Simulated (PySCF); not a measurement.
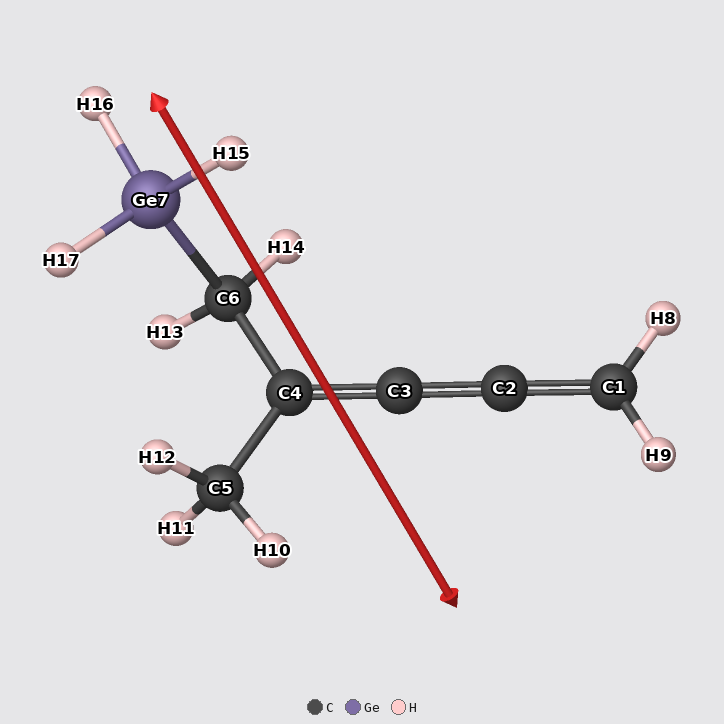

The double arrow shows the direction of the transition dipole to excited singlet state 5 (its length means nothing). The geometry was computed by an optimisation with GFN2-xTB. No frequency run is at hand to confirm it as a minimum. Method: TDDFT PBE0/def2-SVPD, vertical, gas phase, core orbitals frozen in the response (PySCF 2.14.0).

Where does the transition lie, and how strong is it?

Answer. 6.25 eV (198 nm), oscillator strength 0.031, mainly HOMO → LUMO+2 (weight 0.54); transition dipole 1.13 D.

The geometry is semi-empirical. Around Ge such bond lengths and angles can be off by a tenth of an ångström or more and by several degrees, and values that hang on the shape move with them.
